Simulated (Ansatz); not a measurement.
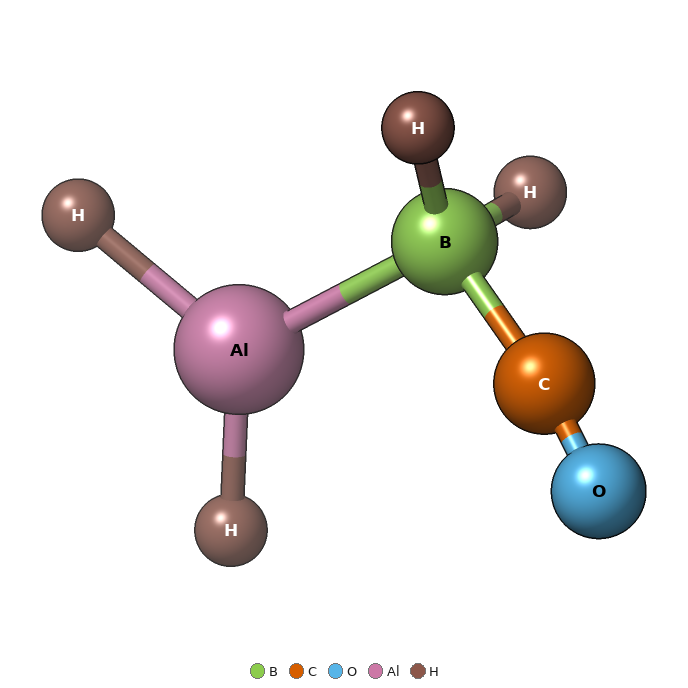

The picture shows the input geometry.

Ansatz 0.2.0 input:

```yaml
crystal:
  periodic: [false, false, false]
  atoms:
    - {symbol: B, position_ang: [-0.007143, 0.753825, 0.207061]}
    - {symbol: C, position_ang: [1.538084, 0.713007, -0.052040]}
    - {symbol: O, position_ang: [2.521314, 0.532654, -0.324661]}
    - {symbol: Al, position_ang: [-0.723839, -1.173566, -0.152210]}
    - {symbol: H, position_ang: [-0.485852, 1.459652, -0.695321]}
    - {symbol: H, position_ang: [-0.181777, 1.255050, 1.441755]}
    - {symbol: H, position_ang: [-0.054969, -2.194390, -1.111647]}
    - {symbol: H, position_ang: [-2.257315, -1.524827, 0.583435]}
basis:
  gaussian: {orbitals: def2-SVP, fitting: {mean_field: def2-universal-jkfit}}
hamiltonian: {xc: {name: CAM-B3LYP}, dispersion: d3bjatm}
scf: {lower_state_search: full}
output: {forces: true}
```

Command:

```sh
ansatz run in.yaml --threads 2 --pin off --events-out ev --progress --plain --max-ram 4352MiB
```

Result:

```
Functional definition: CAM-B3LYP
  name "CAM-B3LYP"
  cite "Yanai, Tew & Handy, Chem. Phys. Lett. 393, 51 (2004) doi:10.1016/j.cplett.2004.06.011"
  cite "Iikura, Tsuneda, Yanai & Hirao, J. Chem. Phys. 115, 3540 (2001) doi:10.1063/1.1383587"
  cite "Becke, Phys. Rev. A 38, 3098 (1988) doi:10.1103/PhysRevA.38.3098"
  cite "Lee, Yang & Parr, Phys. Rev. B 37, 785 (1988) doi:10.1103/PhysRevB.37.785"
  cite "Vosko, Wilk & Nusair, Can. J. Phys. 58, 1200 (1980) doi:10.1139/p80-159"
  parameter alpha = 0.19
  parameter beta = 0.46
  parameter omega = 0.33/bohr
  parameter ac = 0.81
  # Exact exchange under (alpha + beta erf(omega r))/r, Becke's under what is left of 1/r.
  exchange = (1 - alpha - beta)*b88_x + beta*b88_x_sr(omega) + alpha*exact_x + beta*exact_x_lr(omega)
  correlation = (1 - ac)*vwn5_c + ac*lyp_c
427 factors; integrals over basis functions are off by at most 4.2e-1 eV
427 factors; integrals over basis functions are off by at most 8.0e-7 eV
mean field evaluation 1: about -10411.4612 eV, gradient 3.1e1 eV
mean field evaluation 2: about -10411.4605 eV, gradient 3.1e1 eV
mean field evaluation 4: about -10413.4888 eV, gradient 6.7e0 eV
mean field evaluation 8: about -10413.5845 eV, gradient 6.5e-2 eV
mean field -10413.58447458 eV, -382.6921708596 hartree, gradient 4.1e-5 eV, S^2 0.000000; 0 other end points of the search recorded, 0 dependent functions left out
the calculation of the forces begins
reference -10413.58459623 eV, -382.6921753302 hartree; 18, 18 occupied and 62, 62 virtual orbitals, 427 factors
Total energy: -10413.70112078 eV, -382.6964575286 hartree
Atom 0 at    -0.007143     0.753825     0.207061 Å, force     0.879821     1.373655     1.636738 eV/Å
Atom 1 at     1.538084     0.713007    -0.052040 Å, force   -17.592374     2.616696     4.160700 eV/Å
Atom 2 at     2.521314     0.532654    -0.324661 Å, force    16.591950    -2.711600    -4.265123 eV/Å
Atom 3 at    -0.723839    -1.173566    -0.152210 Å, force    -1.767213     0.111516     1.042483 eV/Å
Atom 4 at    -0.485852     1.459652    -0.695321 Å, force     0.181470    -0.262670     0.339907 eV/Å
Atom 5 at    -0.181777     1.255050     1.441755 Å, force     0.194725    -0.867881    -1.932144 eV/Å
Atom 6 at    -0.054969    -2.194390    -1.111647 Å, force     0.207768    -0.396100    -0.281207 eV/Å
Atom 7 at    -2.257315    -1.524827     0.583435 Å, force     1.303852     0.136385    -0.701355 eV/Å
Dipole moment:     0.494433     0.064963    -0.093029 e Å
```

The calculation finished and met its thresholds.
